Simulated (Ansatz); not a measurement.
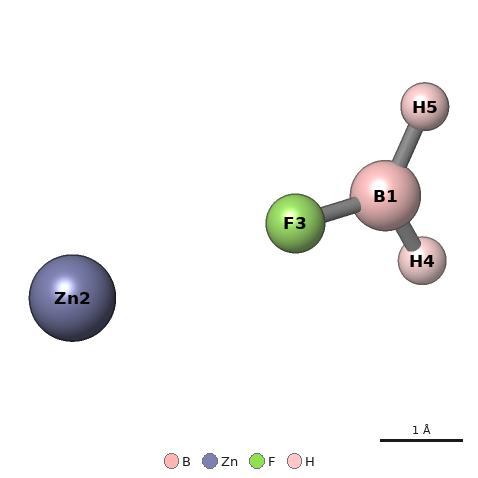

Orthographic view. Atoms fade into the background with distance from the viewer. The computed structure is the end point of a PBE-D4/def2-SVP optimisation. No frequency run is at hand to confirm it as a minimum.

Give the distance matrix in Å.

```
atom    B1   Zn2    F3    H4    H5
  B1  0.00                        
 Zn2  4.61  0.00                  
  F3  1.33  3.29  0.00            
  H4  1.22  5.27  2.18  0.00      
  H5  1.22  5.31  2.18  2.16  0.00
```
